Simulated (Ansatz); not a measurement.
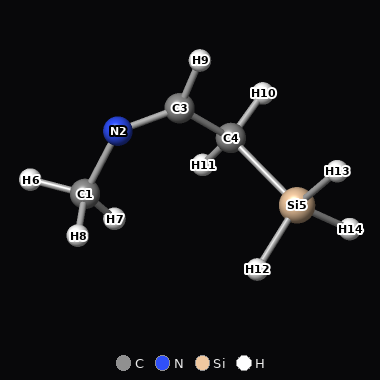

The system is C3H9NSi, SMILES CN=CC[SiH3]; the picture shows the reference structure. First axis: angle C1–N2–C3 (carried through 180). Second axis: change of the bonds N2–C1, N2–C3, all alike. Nothing is relaxed (all other coordinates rigid). Grid: 9 × 9 points. Points are written as (first, second). Energies are in kJ/mol, from the lowest grid point. Theory: RKS B3LYP-D4/def2-SVP in Ansatz 0.2.0.

Its coordinates:

```xyz
14

C    -1.8255    0.7988    0.6663
N    -0.5581    1.1231    1.2759
C     0.5464    0.9170    0.6827
C     0.8133    0.3174   -0.6763
Si    1.0544   -1.5693   -0.5879
H    -2.4774    1.6882    0.6988
H    -1.7933    0.4316   -0.3773
H    -2.3276    0.0297    1.2783
H     1.4560    1.1828    1.2499
H     1.7391    0.7481   -1.0921
H     0.0030    0.5203   -1.3946
H    -0.2033   -2.2201   -0.1218
H     2.1527   -1.8991    0.3656
H     1.4074   -2.0975   -1.9385
```

Range: angle C1–N2–C3 (carried through 180) from 104 to 256°; change of the bonds N2–C1, N2–C3, all alike from −0.149 to 0.231 Å.

Predict the map.

The lowest grid point is at (123°, −0.007 Å). There is a further well near (237°, −0.007 Å) (13 kJ/mol above the lowest at that grid point). The highest grid point, (180°, 0.231 Å), lies 356 kJ/mol above the lowest. On the interpolated surface the easiest way out of the lowest well to the well at about (240°, 0.00 Å) passes a barrier of about 103 kJ/mol. Round the minimum the valley is somewhat tilted: raising the first coordinate shifts the best value of the second coordinate downwards (coupling k₁₂/√(k₁₁k₂₂) about 0.3).

```
second ↓, first →  104  123  142  161  180  199  218  237  256
            0.231  176  180  242  315  356  335  269  203  177
            0.183  131  124  182  251  288  269  208  146  128
            0.136   96   75  129  193  227  209  153   96   86
            0.088   71   35   82  141  173  156  104   53   55
            0.041   63    8   49  103  132  116   69   25   39
           −0.007   77    0   32   81  107   93   49   13   42
           −0.054  119   16   39   82  105   92   53   25   72
           −0.102  201   66   77  114  134  122   88   71  139
           −0.149  328  157  155  186  202  190  163  157  250
```

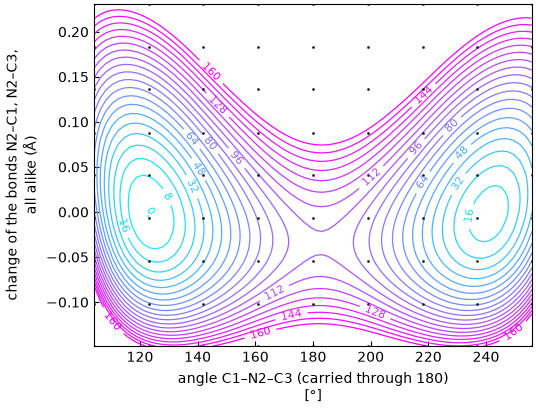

In the figure: contour lines labelled in kJ/mol (none above 160), dots at the grid points. Between grid points the surface is interpolated.

Each point was launched as `ansatz run input.yaml --threads 1 --pin off --max-ram 2560MiB --backend cpu --events-out ev --progress --plain --runs-dir out`. Time for the 81 points that were run: 14 min on 1 thread of Arm Neoverse V1, on a shared host.
